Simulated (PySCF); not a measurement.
# C4H6S: the cost of one run

Programs: PySCF 2.14.0, with density-fitted response routines of our own. Each step states its level of theory. These are calculated values for one molecule, in the gas phase or a continuum, unless marked as measured. Atoms count from 0, in the outputs and in this text.

**1. The molecule as given**

11 atoms, charge 0, multiplicity 1; geometry from: GFN2-xTB. The atoms were then displaced at random by about 0.01 Å, so the start is not that level's minimum.

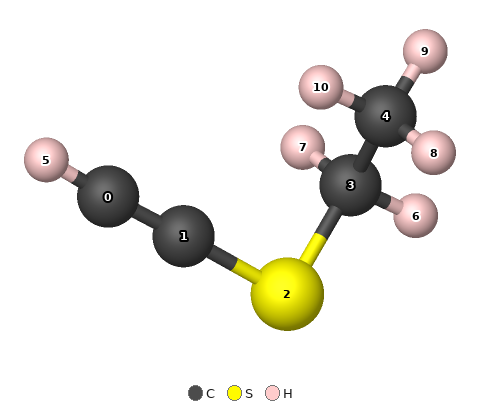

As it starts; carbon dark grey, sulfur yellow, hydrogen pink, atoms numbered.

**2. Geometry optimisation at PBE0-D3(BJ)/def2-TZVP**

Job settings and geometry (Å):

```
{"job": {"xc": "PBE0", "basis": "def2-TZVP", "d3": "d3bj", "grid": 2, "shake": 0.01, "kind": "geom"}, "charge": 0, "multiplicity": 1}
C      2.660520    -0.003670     0.357970
C      1.719500    -0.411980    -0.297570
S      0.428190    -1.012190    -1.229020
C     -0.888810    -0.713580    -0.037490
C     -1.174450     0.755590     0.177290
H      3.433850     0.396500     0.923230
H     -1.775100    -1.205910    -0.487300
H     -0.650090    -1.218770     0.890400
H     -1.423890     1.258210    -0.730980
H     -1.999370     0.896280     0.894430
H     -0.292250     1.233690     0.610300
```

Command:

```bash
$ OMP_NUM_THREADS=1 python probes_run.py task.json out
```

One launch serves the whole session: the jobs run in the order shown.

**Question.** How long does this first job take on 1 thread of Arm Neoverse N1, shared host, and how much memory does it need?

About 3.4 min, with a peak of 0.74 GiB.
